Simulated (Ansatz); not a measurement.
```
atom    x (Å)    y (Å)    z (Å)
  Si  -1.7730   0.0801  -0.3846
   O  -1.1065  -0.9014   0.8161
   H  -0.8917  -0.0171  -1.5759
   H  -3.1274  -0.4612  -0.7267
   H  -1.9405   1.4912   0.0635
   H   0.5025   0.0375   1.0189
   O   1.0308   0.7473   0.6222
   C   2.0314   0.1670  -0.1604
   H  -1.7090  -1.2008   1.5036
   H   2.7601  -0.4173   0.4349
   H   1.6337  -0.4991  -0.9517
   H   2.5896   0.9739  -0.6600
```

Theory: RKS PBE0-D4/def2-SVP (Ansatz).

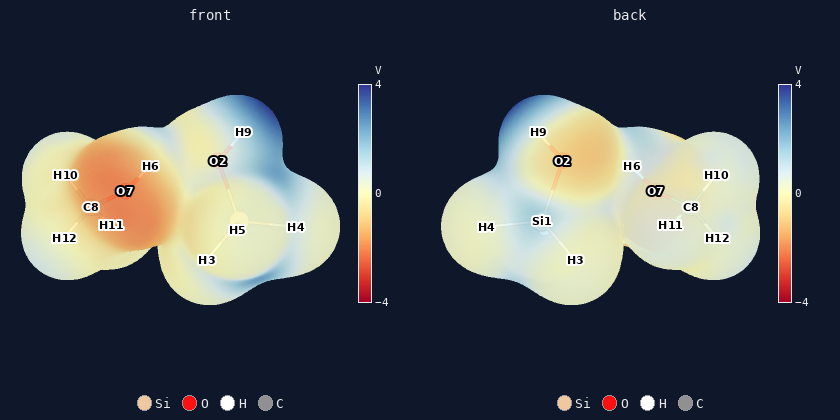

H₄OSi···CH₄O. The electrostatic potential painted on the density surface at 0.004 e/bohr³, seen from the front and from behind; red is negative and blue positive.

Describe the electrostatic potential map.

Answer. The most negative region (about −2.1 V) lies over O7, the most positive (about +3.6 V) over H9. O7 is the likeliest acceptor of a hydrogen bond.
